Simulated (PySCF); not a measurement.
Input file:

```
{"job": {"kind": "nmr", "xc": "PBE0", "basis": "pcSseg-1", "pop": false}, "charge": 0, "multiplicity": 1}
N     -1.629500     0.431500    -0.773000
Si    -1.180000    -0.574400     0.545700
S      0.628000     0.264600     1.361200
Si     2.060100     0.192800    -0.227800
H     -1.512700     1.429400    -0.686600
H     -2.471900     0.224000    -1.284000
H     -2.047300    -0.619900     1.717000
H     -0.915800    -1.891100    -0.018400
H      1.461700    -0.468000    -1.378400
H      3.194000    -0.558100     0.292300
H      2.418900     1.571700    -0.533800
```

Run with:

```sh
OMP_NUM_THREADS=1 python probes_run.py task.json out
```

Geometry: GFN2-xTB, NEB image 0 of 0 to 8.

Theory: PySCF, PBE0/pcSseg-1, SCF density, gas phase, non-relativistic.

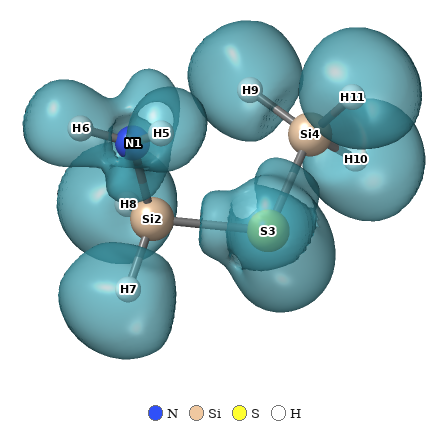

H$_{7}$NSSi$_{2}$ (SMILES N[SiH2]S[SiH3]). Isosurface of the ELF at 0.75 (cyan), seen at a tilt. Core shells and regions of very low density are left out.

What do the ELF domains correspond to?

Answer. At this value the surface marks out five regions around hydrogen nuclei, one region on S in which the atom's valence shell and bonds are merged and one joined region spread over several atoms (H, N), in which their bonds and any lone pairs are merged. Profiles from the grid: Si–N (1.72 Å): the ELF peaks at about 0.90 between the atoms (a shared but strongly polarised pair). Si–S (2.14 Å): the ELF peaks at about 0.90 between the atoms (a covalent bond).
